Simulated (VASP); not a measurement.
Band structure of CaF2 (fluorite). Method: AM05 GGA, VASP's PBE PAW potentials (set 64) (plane waves; VASP).

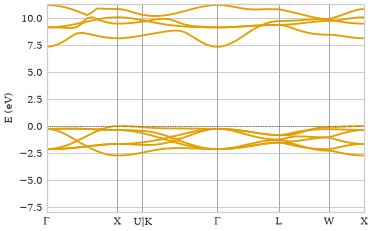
*Bands along high-symmetry lines, zero at the valence-band maximum or, without a gap, the Fermi level*

### Question
Read the plot: is there a gap, and where are the band edges?

### Answer
The gap is indirect, 7.34 eV, from the valence maximum at X to the conduction minimum at Γ. (Edges off the drawn lines would not show.)

Measured: gap 11.80 eV (computed value off by -4.46 eV), as given by E. Cadelano et al., The European Physical Journal B (2011), arXiv:1107.5962.

The compound is CaF2 in the fluorite structure. The cell was not relaxed at this level.
